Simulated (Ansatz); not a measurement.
**C2HF2N: molecular dynamics**

The plan is to follow the molecule's vibrations and see whether its bonds hold. The start is relaxed first. Runs: 300 steps of 0.25 fs under a Langevin thermostat at 700 K. SMILES of the start: N#CC(F)F.

Method: RKS B3LYP-D4/def2-SVP, in Ansatz 0.2.0.

## (1) Starting point

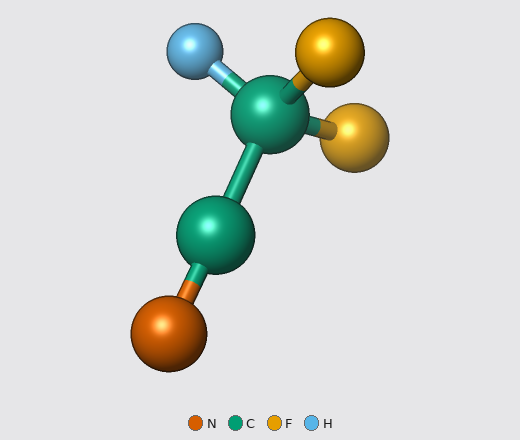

The starting structure, seen from a free direction (nitrogen orange, carbon teal, fluorine amber, hydrogen blue).

Coordinates:

```xyz
6

N     1.1788   -1.8029    0.6089
C     0.5177   -0.8193    0.2862
C    -0.2774    0.3830   -0.0814
F    -1.3646    0.0400   -0.6187
F     0.4195    1.0908   -1.0328
H    -0.4318    1.0443    0.7917
```

## (2) Relaxing the start

Contents of input.yaml:

```yaml
crystal:
  periodic: [false, false, false]
  atoms:
    - { symbol: "N", position_ang: [1.1788, -1.8029, 0.6089] }
    - { symbol: C, position_ang: [0.5177, -0.8193, 0.2862] }
    - { symbol: C, position_ang: [-0.2774, 0.383, -0.0814] }
    - { symbol: F, position_ang: [-1.3646, 0.04, -0.6187] }
    - { symbol: F, position_ang: [0.4195, 1.0908, -1.0328] }
    - { symbol: H, position_ang: [-0.4318, 1.0443, 0.7917] }
basis:
  gaussian: { orbitals: def2-SVP }
hamiltonian:
  xc: b3lyp
  dispersion: d4
relax:
  f_tol: 0.02
  max_steps: 40
scf:
  lower_state_search: "off"
```

Started as:

```sh
> ansatz run input.yaml --threads 1 --pin off --max-ram 2048MiB --backend cpu --events-out ev --progress --plain --runs-dir out
```

Log (excerpt; [...] marks lines left out):

```text
Warning: RAYON_NUM_THREADS=1 ignored (pool sized by the plan → 1); use --threads N
[...]
Functional definition: B3LYP
[...]
829 factors; integrals over basis functions are off by at most 3.0e-4 eV
[...]
mean field -9005.24606753 eV, -330.9366890065 hartree, gradient 6.7e-6 eV, S^2 0.000000; 0 other end points of the search recorded, 0 dependent functions left out
[...]
reference -9005.24622470 eV, -330.9366947825 hartree; 19, 19 occupied and 56, 56 virtual orbitals, 829 factors
relax step   1: F+E_penalty+E_count = -9005.38228288 eV  Δ(F+E_penalty+E_count) = +0.000e0 eV  max|allowed force component| = 5.818e0 eV/Å  Δτ_max = 0.0000 Å  (15 SCF iters, accepted)
[...]
relax step   4: F+E_penalty+E_count = -9005.85844914 eV  Δ(F+E_penalty+E_count) = -7.300e-3 eV  max|allowed force component| = 7.454e-2 eV/Å  Δτ_max = 0.0139 Å  (21 SCF iters, accepted)
[...]
relax step   5: F+E_penalty+E_count = -9005.85857090 eV  Δ(F+E_penalty+E_count) = -1.218e-4 eV  max|allowed force component| = 1.011e-2 eV/Å  Δτ_max = 0.0022 Å  (15 SCF iters, accepted)
Total energy: -9005.85872796 eV, -330.9592038622 hartree
Atom 0 at     1.143927    -1.752634     0.603517 Å, force    -0.009109     0.006576     0.004352 eV/Å
Atom 1 at     0.535649    -0.822857     0.283813 Å, force     0.009601    -0.001721    -0.010110 eV/Å
Atom 2 at    -0.239638     0.384424    -0.093471 Å, force    -0.000266    -0.002243     0.003069 eV/Å
Atom 3 at    -1.425893     0.013992    -0.616740 Å, force     0.004764     0.002419    -0.000176 eV/Å
Atom 4 at     0.446682     1.091400    -1.014119 Å, force    -0.005689    -0.003769     0.003187 eV/Å
Atom 5 at    -0.418527     1.021576     0.790901 Å, force     0.000699    -0.001263    -0.000320 eV/Å
Dipole moment:    -0.202167     0.412037     0.171291 e Å
Checks for a lower state left out: stability, starts, cluster_reference, orbital_swaps, neighbouring_geometries, increment
```

Run time: 8.8 s. Hardware: 1 thread of Arm Neoverse V2, shared host; peak memory 0.13 GiB.

Relaxation path:

```tsv
step	energy from step 1 (eV)	largest force component (eV/Å)
1	0.0000	5.8180
2	-0.4325	1.8296
3	-0.4689	0.7480
4	-0.4762	0.0745
5	-0.4763	0.0101
```

Step 1 is the start.

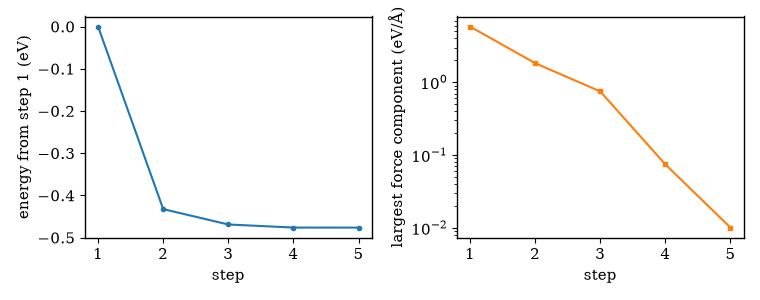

How energy and force went from step to step.

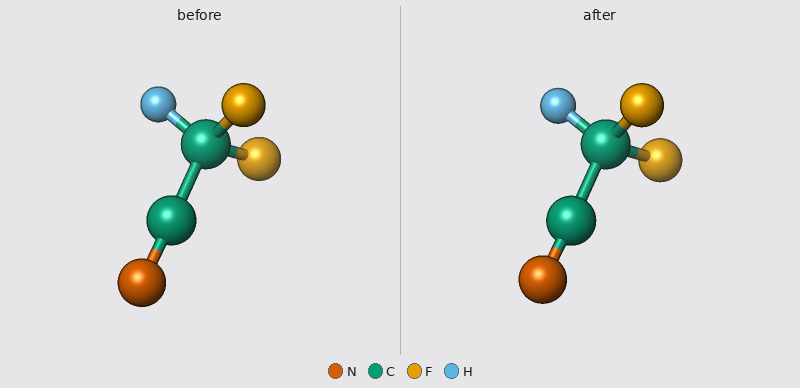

Before and after, at one scale.

After: Bond lengths: N1–C2 1.156 Å, C2–C3 1.484 Å, C3–F4 1.348 Å, C3–F5 1.348 Å, C3–H6 1.105 Å. Angles: N1–C2–C3 178.6°, C2–C3–F4 109.6°, C2–C3–F5 109.5°, C2–C3–H6 110.5°, F4–C3–F5 109.1°, F4–C3–H6 109.1°, F5–C3–H6 109.1°.

## (3) The run

300 steps of 0.25 fs under a Langevin thermostat at 700 K, from the relaxed start.

Contents of input.yaml:

```yaml
crystal:
  periodic: [false, false, false]
  atoms:
    - { symbol: "N", position_ang: [1.143927, -1.752634, 0.603517] }
    - { symbol: C, position_ang: [0.535649, -0.822857, 0.283813] }
    - { symbol: C, position_ang: [-0.239638, 0.384424, -0.093471] }
    - { symbol: F, position_ang: [-1.425893, 0.013992, -0.61674] }
    - { symbol: F, position_ang: [0.446682, 1.0914, -1.014119] }
    - { symbol: H, position_ang: [-0.418527, 1.021576, 0.790901] }
basis:
  gaussian: { orbitals: def2-SVP }
hamiltonian:
  xc: b3lyp
  dispersion: d4
md:
  timestep: 0.25
  n_steps: 300
  ensemble: nvt_langevin
  temperature: 700.0
  initial_velocities: maxwell_boltzmann
  seed: 104998
  friction: 0.01
scf:
  lower_state_search: "off"
```

Started as:

```sh
> ansatz run input.yaml --threads 1 --pin off --max-ram 2048MiB --backend cpu --events-out ev --progress --plain --runs-dir out
```

Log (excerpt; [...] marks lines left out):

```text
Warning: RAYON_NUM_THREADS=1 ignored (pool sized by the plan → 1); use --threads N
[...]
[... 1 set-up line as earlier in the session ...]
[...]
825 factors; integrals over basis functions are off by at most 3.6e-4 eV
[...]
mean field -9005.72131705 eV, -330.9541541045 hartree, gradient 1.4e-6 eV, S^2 0.000000; 0 other end points of the search recorded, 0 dependent functions left out
[...]
reference -9005.72147429 eV, -330.9541598829 hartree; 19, 19 occupied and 56, 56 virtual orbitals, 825 factors
md step     0: t =     0.00 fs  T =   583.3 K  F+E_penalty+E_count = -9005.85857144 eV  E_kin = 0.452410 eV  (16 SCF iters)
[...]
md step    22: t =     5.50 fs  T =   444.6 K  F+E_penalty+E_count = -9005.73944515 eV  E_kin = 0.344838 eV  (15 SCF iters)
[...]
md step    44: t =    11.00 fs  T =   474.7 K  F+E_penalty+E_count = -9005.73273473 eV  E_kin = 0.368166 eV  (15 SCF iters)
[...]
md step    66: t =    16.50 fs  T =   376.4 K  F+E_penalty+E_count = -9005.72506152 eV  E_kin = 0.291923 eV  (15 SCF iters)
[...]
md step    86: t =    21.50 fs  T =   492.6 K  F+E_penalty+E_count = -9005.72970443 eV  E_kin = 0.382056 eV  (15 SCF iters)
md step    87: t =    21.75 fs  T =   508.9 K  F+E_penalty+E_count = -9005.73283200 eV  E_kin = 0.394675 eV  (15 SCF iters)
```

## (4) The output, continued: dynamics from the start

The log, continued (excerpt; [...] marks lines left out):

```text
md step    88: t =    22.00 fs  T =   488.3 K  F+E_penalty+E_count = -9005.73545592 eV  E_kin = 0.378672 eV  (15 SCF iters)
[...]
md step   117: t =    29.25 fs  T =   534.3 K  F+E_penalty+E_count = -9005.75682451 eV  E_kin = 0.414403 eV  (15 SCF iters)
[...]
md step   146: t =    36.50 fs  T =   602.5 K  F+E_penalty+E_count = -9005.75880311 eV  E_kin = 0.467284 eV  (15 SCF iters)
[...]
md step   175: t =    43.75 fs  T =   392.2 K  F+E_penalty+E_count = -9005.65991719 eV  E_kin = 0.304146 eV  (15 SCF iters)
[...]
md step   203: t =    50.75 fs  T =   490.5 K  F+E_penalty+E_count = -9005.74786549 eV  E_kin = 0.380398 eV  (15 SCF iters)
md step   204: t =    51.00 fs  T =   504.0 K  F+E_penalty+E_count = -9005.74602536 eV  E_kin = 0.390885 eV  (15 SCF iters)
```

## (5) The output, continued: dynamics from the start

The log, continued (excerpt; [...] marks lines left out):

```text
md step   205: t =    51.25 fs  T =   481.2 K  F+E_penalty+E_count = -9005.74393451 eV  E_kin = 0.373199 eV  (15 SCF iters)
[...]
md step   229: t =    57.25 fs  T =   351.4 K  F+E_penalty+E_count = -9005.60485583 eV  E_kin = 0.272570 eV  (16 SCF iters)
[...]
md step   253: t =    63.25 fs  T =   367.0 K  F+E_penalty+E_count = -9005.55186589 eV  E_kin = 0.284593 eV  (16 SCF iters)
[...]
md step   277: t =    69.25 fs  T =   491.2 K  F+E_penalty+E_count = -9005.53444749 eV  E_kin = 0.380930 eV  (16 SCF iters)
[...]
md step   299: t =    74.75 fs  T =   563.7 K  F+E_penalty+E_count = -9005.60539054 eV  E_kin = 0.437158 eV  (24 SCF iters)
[...]
md step   300: t =    75.00 fs  T =   564.2 K  F+E_penalty+E_count = -9005.60376545 eV  E_kin = 0.437608 eV  (24 SCF iters)
Total energy: -9005.60391919 eV, -330.9498398126 hartree
Atom 0 at     1.450897    -1.582983     0.331114 Å, force     0.746739    -0.337364     0.000431 eV/Å
Atom 1 at     0.957626    -0.624308    -0.078973 Å, force    -0.179581    -1.588850    -0.006147 eV/Å
Atom 2 at    -0.003099     0.431023    -0.254863 Å, force    -0.933263     0.583019     1.316962 eV/Å
Atom 3 at    -1.279607    -0.014659    -0.087966 Å, force     0.385427    -0.200445    -0.061012 eV/Å
Atom 4 at     0.080518     1.054094    -1.395864 Å, force     0.204679     0.743149    -1.832698 eV/Å
Atom 5 at     0.230712     1.114651     0.554187 Å, force    -0.224001     0.800491     0.582464 eV/Å
Dipole moment:    -0.034939     0.423449     0.067859 e Å
Checks for a lower state left out: stability, starts, cluster_reference, orbital_swaps, neighbouring_geometries, increment
```

Run time: 7 min. Hardware: 1 thread of Arm Neoverse V2, shared host; peak memory 0.12 GiB.

## (6) Frames and traces

The trajectory, every 22 steps (energies from step 0):

```tsv
time (fs)	T (K)	potential energy change (meV/atom)
0.0	583	0.0
5.5	445	19.9
11.0	475	21.0
16.5	376	22.3
22.0	488	20.5
27.5	559	15.4
33.0	538	17.5
38.5	558	19.5
44.0	370	32.6
49.5	477	17.1
55.0	481	27.9
60.5	439	41.2
66.0	351	55.3
71.5	410	64.3
75.0	564	42.5
```

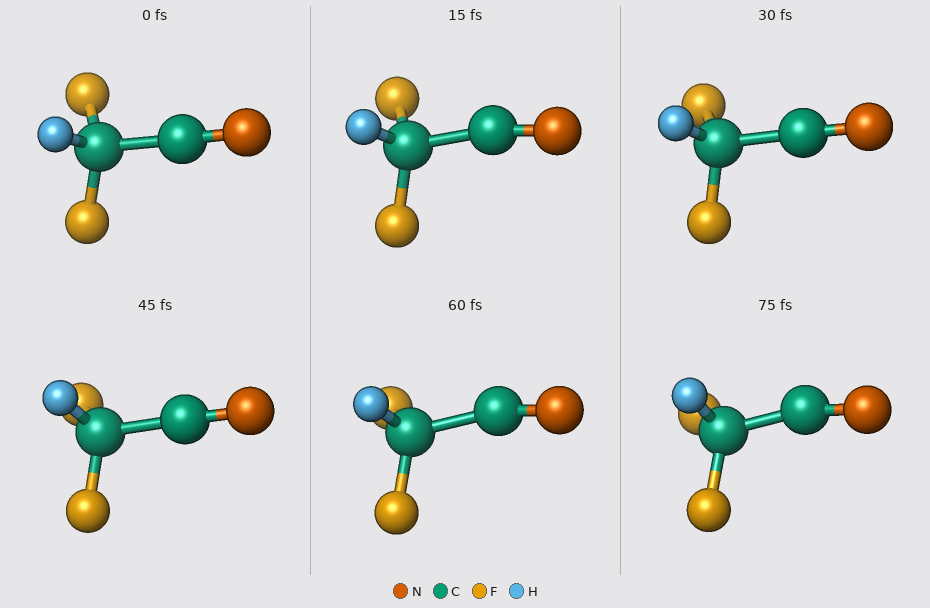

Six frames of the run, seen from a chosen angle. Sticks join atoms within a bonding distance in each frame.

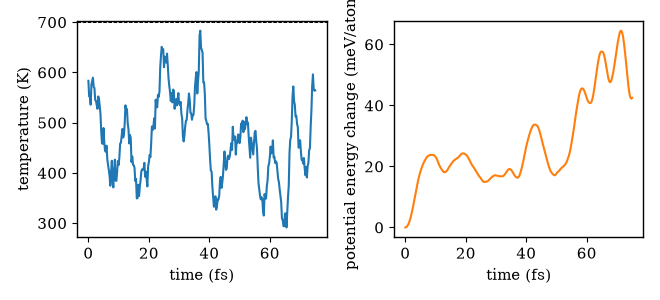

Traces against time; each panel has its own scale. The dashed line is the set temperature.

## (7) Positions and forces

Extended XYZ, with forces in eV/Å:

```xyz
6
time_fs=9.5 T=402 dE=0.1418
N     1.153   -1.752    0.570   -0.455    1.539   -0.289
C     0.628   -0.749    0.273    0.026   -2.269    0.036
C    -0.251    0.375   -0.126    1.293    0.996    2.034
F    -1.462   -0.011   -0.498   -0.305   -0.365   -0.819
F     0.415    1.083   -1.060   -0.588    0.078   -0.447
H    -0.376    1.004    0.794    0.029    0.022   -0.515
6
time_fs=18.8 T=392 dE=0.1454
N     1.200   -1.739    0.525   -0.278    1.161   -0.440
C     0.689   -0.737    0.214   -0.518   -0.904    0.879
C    -0.193    0.435   -0.081   -0.516   -0.593   -1.303
F    -1.466   -0.027   -0.443    1.702    0.553    0.495
F     0.369    1.083   -1.124   -0.297    0.035   -0.290
H    -0.301    1.186    0.705   -0.094   -0.251    0.658
6
time_fs=28.0 T=566 dE=0.0955
N     1.263   -1.696    0.458    0.675   -1.004    0.288
C     0.668   -0.744    0.225   -0.452    1.432   -0.372
C    -0.160    0.448   -0.079   -0.175    0.203   -1.727
F    -1.399   -0.017   -0.371    0.062    0.259    0.107
F     0.308    1.118   -1.223   -0.329   -0.929    1.703
H    -0.236    1.164    0.753    0.219    0.039    0.001
6
time_fs=37.5 T=645 dE=0.0995
N     1.362   -1.657    0.425   -0.321    0.364    0.059
C     0.708   -0.726    0.197    0.888    0.033   -0.662
C    -0.118    0.469   -0.158    0.711   -0.096    0.623
F    -1.343    0.001   -0.304   -1.582   -0.098   -0.190
F     0.237    1.113   -1.286    0.415   -0.409    0.058
H    -0.065    1.185    0.675   -0.110    0.206    0.111
6
time_fs=47.0 T=446 dE=0.1291
N     1.427   -1.654    0.410   -0.492    0.845   -0.158
C     0.795   -0.718    0.127    0.533   -0.541   -0.541
C    -0.074    0.457   -0.205    0.162    0.320    1.976
F    -1.337    0.009   -0.258   -0.465   -0.014    0.286
F     0.172    1.090   -1.332    0.796    0.012   -1.325
H     0.090    1.223    0.611   -0.534   -0.622   -0.237
6
time_fs=56.2 T=379 dE=0.2173
N     1.430   -1.641    0.400    1.270   -1.666    0.484
C     0.896   -0.713    0.005   -2.249    2.442   -0.572
C    -0.068    0.451   -0.182   -0.528   -1.129   -1.488
F    -1.362   -0.002   -0.207    0.857   -0.120    0.013
F     0.139    1.072   -1.398    0.178   -0.335    1.688
H    -0.020    1.081    0.707    0.473    0.807   -0.126
6
time_fs=65.5 T=292 dE=0.3429
N     1.445   -1.648    0.392   -1.081    3.313   -1.978
C     0.969   -0.666   -0.097   -0.162   -3.335    2.536
C    -0.068    0.434   -0.210    0.376   -0.512   -1.465
F    -1.354   -0.016   -0.153    1.166   -0.039    0.115
F     0.119    1.058   -1.392   -0.237    0.074   -0.366
H     0.114    1.173    0.544   -0.063    0.499    1.158
6
time_fs=75.0 T=564 dE=0.2548
N     1.451   -1.583    0.331    0.747   -0.337    0.000
C     0.958   -0.624   -0.079   -0.180   -1.589   -0.006
C    -0.003    0.431   -0.255   -0.933    0.583    1.317
F    -1.280   -0.015   -0.088    0.385   -0.200   -0.061
F     0.081    1.054   -1.396    0.205    0.743   -1.833
H     0.231    1.115    0.554   -0.224    0.800    0.583
```

## (8) What came out

```
                        quantity                          value
         relaxation of the start        4 moves, 0.476 eV lower
                          length           300 steps of 0.25 fs
temperature, first and last step                  583 and 564 K
        temperature, second half  mean 436 K, from 292 to 645 K
   potential energy, second half    +37 meV/atom from the start
          bonds formed or broken                              0
```

In words: Against a set 700 K the second half averages 436 K with a spread of 72 K; 37 meV/atom has gone into potential energy, and a thermostat that acts over some 100 fs has not made it up in 75 fs. The bonding pattern survives the run. 75 fs on 6 atoms is far too short and small for converged averages. The nuclei move classically, without zero-point motion, which matters most for hydrogen.
